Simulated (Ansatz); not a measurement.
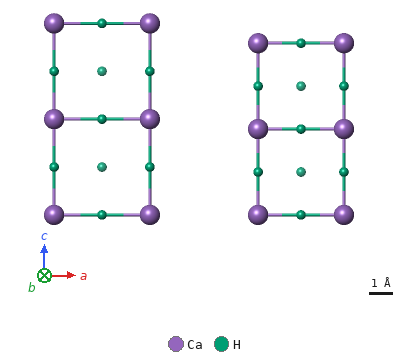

Two geometries of a crystal of CaH$_{4}$ (a generated structure, set up in Pm-3m) (coarse preliminary run), drawn at one scale. One is the start of a relaxation, the other its converged end. The picture is a ball-and-stick view of the cell of the calculation, repeated 1 × 1 × 2 with one cell outlined, seen along the b axis.

Theory: DFT PBE, scalar-relativistic, plane waves, PAW in Ansatz. Set-up: plane-wave cutoff 420 eV; k-point mesh 6 × 6 × 6; occupations gaussian; smearing width 0.1 eV; no spin polarisation; cell and atoms relaxed; force threshold 0.04 eV/Å; at most 70 steps.

> Which of the two is the end point?

The left one is the relaxed one. Over 4 accepted moves (6 points after the start) the energy falls by 0.614 eV per cell of the calculation. All forces vanish by symmetry, so only the cell relaxes. The pressure goes from 12.28 to 0.05 GPa. At 2 points the geometry stayed and the basis and grid were re-selected for the new cell (energy shift of 30.6 meV per cell of the calculation at most each time). The atoms keep their places relative to the cell (all moves are under 0.005 Å). The volume changes by +38.8 %, with a = b = c 3.733 → 4.165 Å (+11.6 %). Among the contacts that change: Ca–H 1.867 → 2.082 Å. The space group stays Pm-3m (No. 221).
